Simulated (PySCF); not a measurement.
# C₅H₅FO: core binding energies at several levels of theory, part 2 of 3

PySCF 2.14.0. Atoms count from 0. The steps go on from the part before.

### 5 X-ray photoelectron lines: PBE, X2C

What the job is given:

```
{"job": {"kind": "xps", "xc": "PBE"}, "charge": 0, "multiplicity": 1}
F     -0.691700    -0.308475     2.097069
C     -0.754239    -0.518414     0.714205
C      0.524958    -1.119578     0.246092
C      1.381504    -0.450459    -0.534723
O      1.144711     0.778761    -1.042254
C     -0.045932     1.345856    -0.751240
C     -0.981588     0.779002     0.020153
H     -1.605257    -1.208248     0.573363
H      0.801304    -2.116092     0.595591
H      2.347864    -0.837819    -0.861378
H     -0.158349     2.313225    -1.243434
H     -1.921791     1.310243     0.179412
```

Level: delta-SCF UKS PBE, pcX-2 on the ionised atom, pcseg-1 elsewhere, spin-free X2C.

Standard output:

```text
ground state, core basis on atom 0 (F), 154 functions
  cycle   1  E = -368.26317020  |g| = 6.79e-01
  cycle   2  E = -368.06642642  |g| = 1.27e+00
  cycle   3  E = -368.34128242  |g| = 2.00e-01
  cycle   4  E = -368.34858446  |g| = 9.11e-02
  cycle   5  E = -368.35001511  |g| = 4.46e-02
  cycle   6  E = -368.35045994  |g| = 9.88e-03
  cycle   7  E = -368.35047868  |g| = 4.55e-03
  cycle   8  E = -368.35048434  |g| = 4.76e-04
  E(ground) = -368.35045215 Eh
hole in F 1s of atom 0
  cycle   1  E = -342.06020844  |g| = 2.62e+00
  cycle   2  E = -341.18017806  |g| = 2.63e+00
  cycle   3  E = -342.46161497  |g| = 1.01e+00
  cycle   4  E = -342.63038214  |g| = 8.26e-01
  cycle   5  E = -342.95616116  |g| = 2.44e-01
  cycle   6  E = -342.97847991  |g| = 9.97e-02
  cycle   7  E = -342.98250608  |g| = 2.80e-02
  cycle   8  E = -342.98288302  |g| = 4.58e-03
  cycle   9  E = -342.98289237  |g| = 9.60e-04
  cycle  10  E = -342.98289284  |g| = 2.28e-04
  E(ion) = -342.98283371 Eh   <S^2> = 0.7552   hole on atom = 1.000   binding energy = 690.288 eV
ground state, core basis on atom 1 (C), 154 functions
  cycle   1  E = -368.30408539  |g| = 9.84e-02
  cycle   2  E = -368.30136200  |g| = 1.42e-01
  cycle   3  E = -368.30461713  |g| = 3.65e-02
  cycle   4  E = -368.30466646  |g| = 2.91e-02
  cycle   5  E = -368.30487818  |g| = 3.32e-03
  cycle   6  E = -368.30488219  |g| = 2.26e-04
  E(ground) = -368.30512268 Eh
hole in C 1s of atom 1
  cycle   1  E = -357.01416695  |g| = 1.53e+00
  cycle   2  E = -354.48322508  |g| = 2.74e+00
  cycle   3  E = -357.07927240  |g| = 1.02e+00
  cycle   4  E = -357.39208280  |g| = 6.44e-01
  cycle   5  E = -357.55497849  |g| = 1.60e-01
  cycle   6  E = -357.55823643  |g| = 1.41e-01
  cycle   7  E = -357.56656770  |g| = 2.60e-02
  cycle   8  E = -357.56686021  |g| = 5.18e-03
  cycle   9  E = -357.56687149  |g| = 8.12e-04
  cycle  10  E = -357.56687201  |g| = 3.70e-04
  E(ion) = -357.56704845 Eh   <S^2> = 0.7617   hole on atom = 1.000   binding energy = 292.198 eV
ground state, core basis on atom 2 (C), 154 functions
  cycle   1  E = -368.30145675  |g| = 7.84e-02
  cycle   2  E = -368.30092541  |g| = 6.10e-02
  cycle   3  E = -368.30117462  |g| = 4.90e-02
  cycle   4  E = -368.30163771  |g| = 9.29e-03
  cycle   5  E = -368.30165768  |g| = 1.50e-03
  cycle   6  E = -368.30165809  |g| = 5.56e-04
  cycle   7  E = -368.30165822  |g| = 2.06e-04
  E(ground) = -368.30195676 Eh
hole in C 1s of atom 2
  cycle   1  E = -357.08428363  |g| = 1.53e+00
  cycle   2  E = -355.44378736  |g| = 2.37e+00
  cycle   3  E = -357.46638508  |g| = 6.43e-01
  cycle   4  E = -357.53585389  |g| = 5.42e-01
  cycle   5  E = -357.65090605  |g| = 1.04e-01
  cycle   6  E = -357.65361594  |g| = 6.35e-02
  cycle   7  E = -357.65500640  |g| = 2.17e-02
  cycle   8  E = -357.65524118  |g| = 7.09e-03
  cycle   9  E = -357.65526374  |g| = 2.72e-03
  cycle  10  E = -357.65526688  |g| = 5.94e-04
  cycle  11  E = -357.65526791  |g| = 2.98e-04
  E(ion) = -357.65545858 Eh   <S^2> = 0.7658   hole on atom = 1.000   binding energy = 289.706 eV
ground state, core basis on atom 3 (C), 154 functions
  cycle   1  E = -368.30281336  |g| = 7.79e-02
  cycle   2  E = -368.30174439  |g| = 7.15e-02
  cycle   3  E = -368.30189530  |g| = 6.54e-02
  cycle   4  E = -368.30291697  |g| = 2.43e-02
  cycle   5  E = -368.30304366  |g| = 2.09e-03
  cycle   6  E = -368.30304517  |g| = 8.40e-04
  cycle   7  E = -368.30304465  |g| = 1.72e-04
  E(ground) = -368.30319776 Eh
hole in C 1s of atom 3
  cycle   1  E = -357.02541382  |g| = 1.53e+00
  cycle   2  E = -352.88138937  |g| = 3.27e+00
  cycle   3  E = -357.09003491  |g| = 1.08e+00
  cycle   4  E = -357.42132770  |g| = 6.55e-01
  cycle   5  E = -357.51182916  |g| = 3.94e-01
  cycle   6  E = -357.57416037  |g| = 1.73e-01
  cycle   7  E = -357.58919487  |g| = 5.13e-02
  cycle   8  E = -357.59019423  |g| = 2.56e-02
  cycle   9  E = -357.59052984  |g| = 5.80e-03
  cycle  10  E = -357.59054553  |g| = 1.37e-03
  cycle  11  E = -357.59054680  |g| = 1.06e-03
  cycle  12  E = -357.59054861  |g| = 3.71e-04
  E(ion) = -357.59068205 Eh   <S^2> = 0.7690   hole on atom = 1.000   binding energy = 291.502 eV
ground state, core basis on atom 4 (O), 154 functions
  cycle   1  E = -368.32690960  |g| = 1.16e-01
  cycle   2  E = -368.32542675  |g| = 9.55e-02
  cycle   3  E = -368.32468082  |g| = 1.09e-01
  cycle   4  E = -368.32699068  |g| = 2.64e-02
  cycle   5  E = -368.32718224  |g| = 1.61e-03
  cycle   6  E = -368.32718299  |g| = 8.15e-04
  cycle   7  E = -368.32718099  |g| = 1.94e-04
  E(ground) = -368.32714684 Eh
hole in O 1s of atom 4
  cycle   1  E = -347.68720847  |g| = 2.26e+00
  cycle   2  E = -343.81136990  |g| = 3.65e+00
  cycle   3  E = -347.39726389  |g| = 1.42e+00
  cycle   4  E = -348.16121153  |g| = 8.32e-01
  cycle   5  E = -348.48932536  |g| = 2.64e-01
  cycle   6  E = -348.50146390  |g| = 1.76e-01
  cycle   7  E = -348.51578375  |g| = 3.18e-02
  cycle   8  E = -348.51608928  |g| = 9.63e-03
  cycle   9  E = -348.51612979  |g| = 1.58e-03
  cycle  10  E = -348.51613129  |g| = 3.79e-04
  E(ion) = -348.51613108 Eh   <S^2> = 0.7568   hole on atom = 1.000   binding energy = 539.085 eV
```

Run time: 15 s. Hardware: 1 thread of Intel Xeon 6975P-C, shared host; peak memory 0.56 GiB.

The holes in one table. −ε is the ground-state orbital energy:

```tsv
hole	stands for	environment	ΔSCF (eV)	−ε (eV)	⟨S²⟩
F1s on F0	F0	fluorine on an sp3 carbon	690.29	659.8	0.755
C1s on C1	C1	allylic sp3 CH bonded to F	292.20	271.4	0.762
C1s on C2	C2, C6	β carbon of an enol-ether or enamine type C=C	289.71	269.3	0.766
C1s on C3	C3, C5	alkene carbon bearing oxygen	291.50	271.0	0.769
O1s on O4	O4	ether oxygen	539.09	512.6	0.757
```

Each hole run stands for the others of its class of like atoms.

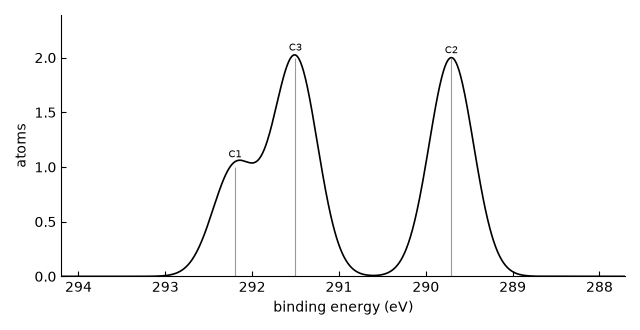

The C1s photoelectron lines, weighted by the number of atoms. Lines are broadened to a width of 0.60 eV (Gaussian).

### 6 Core holes by ΔSCF: HF, X2C

Same as in step 5 but for these lines:

```diff
@@ -1,2 +1,2 @@
-{"job": {"kind": "xps", "xc": "PBE"}, "charge": 0, "multiplicity": 1}
+{"job": {"kind": "xps", "xc": "HF"}, "charge": 0, "multiplicity": 1}
 F     -0.691700    -0.308475     2.097069
```

Level: delta-SCF UKS HF, pcX-2 on the ionised atom, pcseg-1 elsewhere, spin-free X2C.

Standard output:

```text
ground state, core basis on atom 0 (F), 154 functions
  cycle   1  E = -366.54043946  |g| = 7.33e-01
  cycle   2  E = -366.65094823  |g| = 4.13e-01
  cycle   3  E = -366.67866317  |g| = 8.37e-02
  cycle   4  E = -366.68071511  |g| = 2.24e-02
  cycle   5  E = -366.68089900  |g| = 6.80e-03
  cycle   6  E = -366.68092221  |g| = 2.47e-03
  cycle   7  E = -366.68092686  |g| = 1.27e-03
  cycle   8  E = -366.68092755  |g| = 2.52e-04
  E(ground) = -366.68092755 Eh
hole in F 1s of atom 0
  cycle   1  E = -340.39113654  |g| = 2.56e+00
  cycle   2  E = -341.04995761  |g| = 1.21e+00
  cycle   3  E = -341.29666621  |g| = 9.19e-02
  cycle   4  E = -341.29923513  |g| = 2.84e-02
  cycle   5  E = -341.29962049  |g| = 1.31e-02
  cycle   6  E = -341.29975221  |g| = 4.80e-03
  cycle   7  E = -341.29977038  |g| = 1.70e-03
  cycle   8  E = -341.29977418  |g| = 8.35e-04
  cycle   9  E = -341.29977619  |g| = 6.15e-04
  cycle  10  E = -341.29977768  |g| = 5.17e-04
  cycle  11  E = -341.29977964  |g| = 4.11e-04
  E(ion) = -341.29977964 Eh   <S^2> = 0.7631   hole on atom = 1.000   binding energy = 690.656 eV
ground state, core basis on atom 1 (C), 154 functions
  cycle   1  E = -366.63327982  |g| = 5.92e-02
  cycle   2  E = -366.63365208  |g| = 3.57e-02
  cycle   3  E = -366.63384797  |g| = 3.52e-03
  cycle   4  E = -366.63385189  |g| = 8.97e-04
  cycle   5  E = -366.63385217  |g| = 4.65e-04
  E(ground) = -366.63385217 Eh
hole in C 1s of atom 1
  cycle   1  E = -355.30049667  |g| = 1.49e+00
  cycle   2  E = -355.58303006  |g| = 8.77e-01
  cycle   3  E = -355.83628245  |g| = 1.61e-01
  cycle   4  E = -355.84706635  |g| = 4.56e-02
  cycle   5  E = -355.84824047  |g| = 2.01e-02
  cycle   6  E = -355.84887510  |g| = 1.30e-02
  cycle   7  E = -355.84927342  |g| = 8.39e-03
  cycle   8  E = -355.84949369  |g| = 5.09e-03
  cycle   9  E = -355.84959370  |g| = 3.43e-03
  cycle  10  E = -355.84964545  |g| = 2.63e-03
  cycle  11  E = -355.84968903  |g| = 2.10e-03
  cycle  12  E = -355.84972295  |g| = 1.78e-03
  cycle  13  E = -355.84975268  |g| = 1.49e-03
  cycle  14  E = -355.84978618  |g| = 9.97e-04
  cycle  15  E = -355.84980608  |g| = 3.68e-04
  E(ion) = -355.84980608 Eh   <S^2> = 0.8261   hole on atom = 1.000   binding energy = 293.449 eV
ground state, core basis on atom 2 (C), 154 functions
  cycle   1  E = -366.63065831  |g| = 3.00e-02
  cycle   2  E = -366.63078254  |g| = 6.12e-03
  cycle   3  E = -366.63079301  |g| = 2.88e-03
  cycle   4  E = -366.63079537  |g| = 7.48e-04
  cycle   5  E = -366.63079561  |g| = 3.16e-04
  E(ground) = -366.63079561 Eh
hole in C 1s of atom 2
  cycle   1  E = -355.38544343  |g| = 1.50e+00
  cycle   2  E = -355.70027464  |g| = 8.70e-01
  cycle   3  E = -355.94809267  |g| = 1.36e-01
  cycle   4  E = -355.95637680  |g| = 4.78e-02
  cycle   5  E = -355.95774600  |g| = 2.18e-02
  cycle   6  E = -355.95865180  |g| = 1.32e-02
  cycle   7  E = -355.95913038  |g| = 8.32e-03
  cycle   8  E = -355.95941084  |g| = 5.53e-03
  cycle   9  E = -355.95956433  |g| = 2.69e-03
  cycle  10  E = -355.95960322  |g| = 1.18e-03
  cycle  11  E = -355.95960849  |g| = 4.94e-04
  E(ion) = -355.95960849 Eh   <S^2> = 0.8335   hole on atom = 1.000   binding energy = 290.378 eV
ground state, core basis on atom 3 (C), 154 functions
  cycle   1  E = -366.63161401  |g| = 3.19e-02
  cycle   2  E = -366.63175090  |g| = 8.95e-03
  cycle   3  E = -366.63176726  |g| = 4.24e-03
  cycle   4  E = -366.63177148  |g| = 5.51e-04
  cycle   5  E = -366.63177160  |g| = 3.01e-04
  E(ground) = -366.63177160 Eh
hole in C 1s of atom 3
  cycle   1  E = -355.30969256  |g| = 1.49e+00
  cycle   2  E = -355.59821411  |g| = 9.11e-01
  cycle   3  E = -355.86778998  |g| = 1.37e-01
  cycle   4  E = -355.87745544  |g| = 4.07e-02
  cycle   5  E = -355.87910577  |g| = 2.50e-02
  cycle   6  E = -355.88084068  |g| = 1.93e-02
  cycle   7  E = -355.88241211  |g| = 1.64e-02
  cycle   8  E = -355.88364711  |g| = 1.41e-02
  cycle   9  E = -355.88571318  |g| = 8.23e-03
  cycle  10  E = -355.88628009  |g| = 3.55e-03
  cycle  11  E = -355.88629518  |g| = 2.36e-03
  cycle  12  E = -355.88632317  |g| = 1.81e-03
  cycle  13  E = -355.88633670  |g| = 1.67e-03
  cycle  14  E = -355.88635474  |g| = 1.55e-03
  cycle  15  E = -355.88639037  |g| = 1.36e-03
  cycle  16  E = -355.88643964  |g| = 9.49e-04
  cycle  17  E = -355.88646188  |g| = 4.56e-04
  cycle  18  E = -355.88646399  |g| = 2.17e-04
  E(ion) = -355.88646399 Eh   <S^2> = 1.0942   hole on atom = 1.000   binding energy = 292.395 eV
ground state, core basis on atom 4 (O), 154 functions
  cycle   1  E = -366.65943678  |g| = 3.88e-02
  cycle   2  E = -366.65958279  |g| = 9.42e-03
  cycle   3  E = -366.65959717  |g| = 5.61e-03
  cycle   4  E = -366.65960296  |g| = 7.40e-04
  cycle   5  E = -366.65960320  |g| = 3.00e-04
  E(ground) = -366.65960320 Eh
hole in O 1s of atom 4
  cycle   1  E = -346.01617236  |g| = 2.21e+00
  cycle   2  E = -346.50266114  |g| = 1.21e+00
  cycle   3  E = -346.83336074  |g| = 1.32e-01
  cycle   4  E = -346.83950172  |g| = 4.19e-02
  cycle   5  E = -346.84037927  |g| = 1.51e-02
  cycle   6  E = -346.84063304  |g| = 6.71e-03
  cycle   7  E = -346.84068647  |g| = 2.82e-03
  cycle   8  E = -346.84070119  |g| = 1.71e-03
  cycle   9  E = -346.84070971  |g| = 1.55e-03
  cycle  10  E = -346.84071748  |g| = 1.53e-03
  cycle  11  E = -346.84072646  |g| = 1.52e-03
  cycle  12  E = -346.84074273  |g| = 1.52e-03
  cycle  13  E = -346.84086783  |g| = 1.45e-03
  cycle  14  E = -346.84111281  |g| = 1.80e-03
  cycle  15  E = -346.84071488  |g| = 1.93e-03
  cycle  16  E = -346.84104153  |g| = 1.48e-03
  cycle  17  E = -346.84106815  |g| = 1.81e-03
  cycle  18  E = -346.84109570  |g| = 8.02e-04
  cycle  19  E = -346.84111541  |g| = 5.28e-05
  E(ion) = -346.84111541 Eh   <S^2> = 0.8659   hole on atom = 1.000   binding energy = 539.289 eV
```

Run time: 19 s. Hardware: 1 thread of Intel Xeon 6975P-C, shared host; peak memory 0.49 GiB.

The holes in one table. −ε is the ground-state orbital energy:

```tsv
hole	stands for	environment	ΔSCF (eV)	−ε (eV)	⟨S²⟩
F1s on F0	F0	fluorine on an sp3 carbon	690.66	715.4	0.763
C1s on C1	C1	allylic sp3 CH bonded to F	293.45	308.4	0.826
C1s on C2	C2, C6	β carbon of an enol-ether or enamine type C=C	290.38	306.0	0.834
C1s on C3	C3, C5	alkene carbon bearing oxygen	292.39 (doubtful)	308.1	1.094
O1s on O4	O4	ether oxygen	539.29 (doubtful)	561.7	0.866
```

Each hole run stands for the others of its class of like atoms.

Doubtful: the ion did not converge, its hole moved, or its ⟨S²⟩ is well above 0.75. Rows just under that mark are hardly safer.

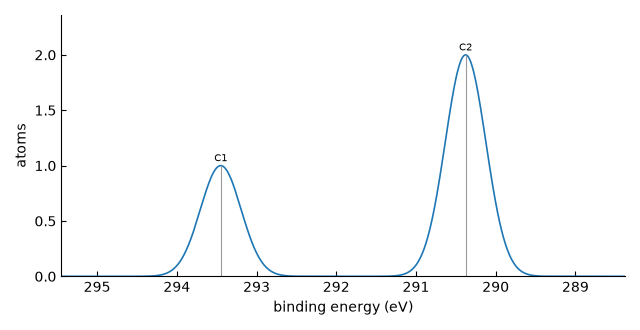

The C1s photoelectron lines, weighted by the number of atoms. Only 3 of the 5 C atoms are covered by sound results. Lines are broadened to a width of 0.60 eV (Gaussian).

### 7 X-ray photoelectron lines: SCAN, X2C

Same as in step 6 but for these lines:

```diff
@@ -1,2 +1,2 @@
-{"job": {"kind": "xps", "xc": "HF"}, "charge": 0, "multiplicity": 1}
+{"job": {"kind": "xps", "basis": "pcX-1"}, "charge": 0, "multiplicity": 1}
 F     -0.691700    -0.308475     2.097069
```

Level: delta-SCF UKS SCAN, pcX-1 on the ionised atom, pcseg-1 elsewhere, spin-free X2C.

Standard output:

```text
ground state, core basis on atom 0 (F), 133 functions
  cycle   1  E = -368.46102480  |g| = 6.91e-01
  cycle   2  E = -368.33392339  |g| = 1.12e+00
  cycle   3  E = -368.53675322  |g| = 1.72e-01
  cycle   4  E = -368.54233515  |g| = 7.72e-02
  cycle   5  E = -368.54335718  |g| = 3.85e-02
  cycle   6  E = -368.54369273  |g| = 8.76e-03
  cycle   7  E = -368.54370832  |g| = 3.47e-03
  cycle   8  E = -368.54371244  |g| = 6.59e-04
  cycle   9  E = -368.54371239  |g| = 1.80e-04
  E(ground) = -368.55524264 Eh
hole in F 1s of atom 0
  cycle   1  E = -342.23515256  |g| = 2.57e+00
  cycle   2  E = -341.70338413  |g| = 2.32e+00
  cycle   3  E = -342.73913861  |g| = 8.57e-01
  cycle   4  E = -342.90127779  |g| = 6.52e-01
  cycle   5  E = -343.11101176  |g| = 1.73e-01
  cycle   6  E = -343.12286766  |g| = 6.79e-02
  cycle   7  E = -343.12479258  |g| = 1.98e-02
  cycle   8  E = -343.12497763  |g| = 3.41e-03
  cycle   9  E = -343.12498557  |g| = 1.02e-03
  cycle  10  E = -343.12498454  |g| = 3.58e-04
  E(ion) = -343.14196674 Eh   <S^2> = 0.7575   hole on atom = 1.000   binding energy = 691.530 eV
ground state, core basis on atom 1 (C), 133 functions
  cycle   1  E = -368.54753957  |g| = 3.78e-02
  cycle   2  E = -368.54738988  |g| = 4.48e-02
  cycle   3  E = -368.54775785  |g| = 8.49e-03
  cycle   4  E = -368.54776628  |g| = 6.04e-03
  cycle   5  E = -368.54777185  |g| = 1.96e-03
  cycle   6  E = -368.54777270  |g| = 5.76e-04
  cycle   7  E = -368.54777353  |g| = 6.28e-05
  E(ground) = -368.55668738 Eh
hole in C 1s of atom 1
  cycle   1  E = -357.21808719  |g| = 1.51e+00
  cycle   2  E = -355.35270310  |g| = 2.41e+00
  cycle   3  E = -357.42585014  |g| = 8.48e-01
  cycle   4  E = -357.64933558  |g| = 5.39e-01
  cycle   5  E = -357.76520033  |g| = 1.27e-01
  cycle   6  E = -357.76876968  |g| = 9.68e-02
  cycle   7  E = -357.77258189  |g| = 1.73e-02
  cycle   8  E = -357.77271917  |g| = 4.87e-03
  cycle   9  E = -357.77274370  |g| = 2.18e-03
  cycle  10  E = -357.77275355  |g| = 1.45e-03
  cycle  11  E = -357.77275624  |g| = 1.09e-03
  cycle  12  E = -357.77275727  |g| = 4.99e-04
  E(ion) = -357.78228482 Eh   <S^2> = 0.7736   hole on atom = 1.000   binding energy = 293.186 eV
ground state, core basis on atom 2 (C), 133 functions
  cycle   1  E = -368.54848358  |g| = 4.49e-02
  cycle   2  E = -368.54776238  |g| = 6.96e-02
  cycle   3  E = -368.54885392  |g| = 1.57e-02
  cycle   4  E = -368.54890577  |g| = 7.02e-03
  cycle   5  E = -368.54891677  |g| = 3.13e-03
  cycle   6  E = -368.54891736  |g| = 3.53e-04
  E(ground) = -368.55916313 Eh
hole in C 1s of atom 2
  cycle   1  E = -357.29568686  |g| = 1.51e+00
  cycle   2  E = -356.17082734  |g| = 2.06e+00
  cycle   3  E = -357.71340549  |g| = 5.93e-01
  cycle   4  E = -357.80215327  |g| = 4.13e-01
  cycle   5  E = -357.86571194  |g| = 1.04e-01
  cycle   6  E = -357.86856258  |g| = 5.97e-02
  cycle   7  E = -357.87016813  |g| = 1.58e-02
  cycle   8  E = -357.87031212  |g| = 6.30e-03
  cycle   9  E = -357.87034476  |g| = 3.13e-03
  cycle  10  E = -357.87035396  |g| = 2.22e-03
  cycle  11  E = -357.87035698  |g| = 8.35e-04
  cycle  12  E = -357.87035832  |g| = 3.69e-04
  E(ion) = -357.87995285 Eh   <S^2> = 0.7819   hole on atom = 1.000   binding energy = 290.596 eV
ground state, core basis on atom 3 (C), 133 functions
  cycle   1  E = -368.54716364  |g| = 5.04e-02
  cycle   2  E = -368.54502727  |g| = 1.02e-01
  cycle   3  E = -368.54768473  |g| = 1.53e-02
  cycle   4  E = -368.54772788  |g| = 8.21e-03
  cycle   5  E = -368.54774346  |g| = 1.78e-03
  cycle   6  E = -368.54774315  |g| = 4.93e-04
  E(ground) = -368.55773535 Eh
hole in C 1s of atom 3
  cycle   1  E = -357.22890035  |g| = 1.51e+00
  cycle   2  E = -355.18130069  |g| = 2.49e+00
  cycle   3  E = -357.58048978  |g| = 6.77e-01
  cycle   4  E = -357.70162218  |g| = 4.77e-01
  cycle   5  E = -357.78675790  |g| = 1.57e-01
  cycle   6  E = -357.79379055  |g| = 8.84e-02
  cycle   7  E = -357.79787464  |g| = 3.09e-02
  cycle   8  E = -357.79839961  |g| = 1.15e-02
  cycle   9  E = -357.79853675  |g| = 6.59e-03
  cycle  10  E = -357.79863204  |g| = 4.80e-03
  cycle  11  E = -357.79870443  |g| = 2.81e-03
  cycle  12  E = -357.79872076  |g| = 2.45e-03
  cycle  13  E = -357.79872938  |g| = 1.30e-03
  cycle  14  E = -357.79873526  |g| = 7.84e-04
  cycle  15  E = -357.79873846  |g| = 4.69e-04
  E(ion) = -357.80750292 Eh   <S^2> = 0.8185   hole on atom = 1.000   binding energy = 292.529 eV
ground state, core basis on atom 4 (O), 133 functions
  cycle   1  E = -368.54949630  |g| = 3.77e-02
  cycle   2  E = -368.54877354  |g| = 6.00e-02
  cycle   3  E = -368.54968577  |g| = 1.63e-02
  cycle   4  E = -368.54973357  |g| = 1.02e-02
  cycle   5  E = -368.54975519  |g| = 2.05e-03
  cycle   6  E = -368.54975615  |g| = 3.75e-04
  E(ground) = -368.55729906 Eh
hole in O 1s of atom 4
  cycle   1  E = -347.87721660  |g| = 2.23e+00
  cycle   2  E = -346.58550074  |g| = 2.58e+00
  cycle   3  E = -348.19278080  |g| = 9.39e-01
  cycle   4  E = -348.45535987  |g| = 6.54e-01
  cycle   5  E = -348.69543571  |g| = 9.56e-02
  cycle   6  E = -348.69739832  |g| = 5.32e-02
  cycle   7  E = -348.69837320  |g| = 1.76e-02
  cycle   8  E = -348.69847808  |g| = 5.20e-03
  cycle   9  E = -348.69849425  |g| = 1.70e-03
  cycle  10  E = -348.69849984  |g| = 1.08e-03
  cycle  11  E = -348.69850477  |g| = 9.40e-04
  cycle  12  E = -348.69850935  |g| = 7.55e-04
  cycle  13  E = -348.69851268  |g| = 4.96e-04
  E(ion) = -348.70759959 Eh   <S^2> = 0.7646   hole on atom = 1.000   binding energy = 540.138 eV
```

Run time: 21 s. Hardware: 1 thread of Intel Xeon 6975P-C, shared host; peak memory 0.43 GiB.

Binding energies by hole, beside the orbital energy of the ground state; the difference holds orbital relaxation and, for a density functional, its self-interaction error:

```tsv
hole	stands for	environment	ΔSCF (eV)	−ε (eV)	⟨S²⟩
F1s on F0	F0	fluorine on an sp3 carbon	691.53	665.4	0.758
C1s on C1	C1	allylic sp3 CH bonded to F	293.19	275.9	0.774
C1s on C2	C2, C6	β carbon of an enol-ether or enamine type C=C	290.60	273.8	0.782
C1s on C3	C3, C5	alkene carbon bearing oxygen	292.53	275.6	0.819
O1s on O4	O4	ether oxygen	540.14	518.5	0.765
```

Each hole run stands for the others of its class of like atoms.

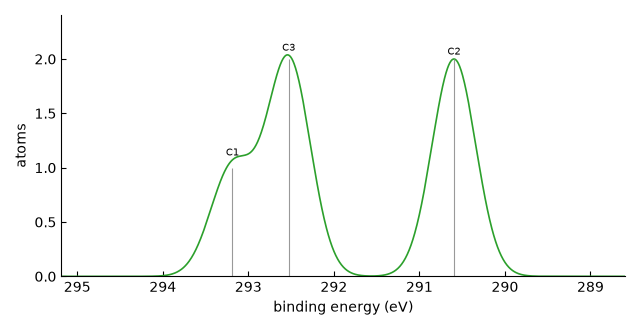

The C1s photoelectron lines, weighted by the number of atoms. Lines are broadened to a width of 0.60 eV (Gaussian).

(Continued in part 3 of 3.)
